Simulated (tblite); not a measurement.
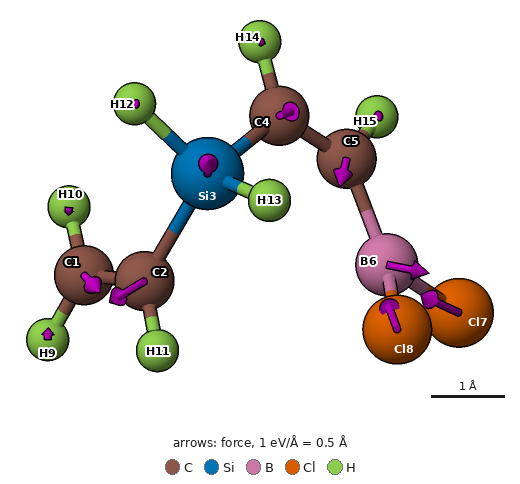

Starting geometry of C$_{4}$H$_{7}$BCl$_{2}$Si with the computed forces as purple arrows. Style: ball-and-stick. Shown from a free direction.

Level of theory: GFN2-xTB geometry optimisation, gas phase (tblite). 

Q: Is this structure relaxed? If not, where do the atoms go?

A: It isn't relaxed: the largest force vector, on Cl8, is 1.97 eV/Å. The final displacements have little in common with the starting forces (cosine between the two patterns 0.15). The energy falls by 47.5 kJ/mol in 170 geometry steps. H10 moves most after the best rigid fit: 1.42 Å. Largest moves by element: H 1.42 Å, Cl 0.77 Å, C 0.51 Å, B 0.21 Å, Si 0.17 Å. Some distances before and after: Si3–Cl8 3.420 → 3.188 Å, B6–Cl8 1.849 → 1.719 Å, B6–Cl7 1.848 → 1.726 Å, C2–Si3 1.836 → 1.885 Å. Among the angles between lasting bonds that change: C1–C2–Si3 121.0° → 125.7°, C4–Si3–H12 108.9° → 104.8°, Si3–C2–H11 119.7° → 116.0°. Groups turn about C2–Si3 by about 55°.
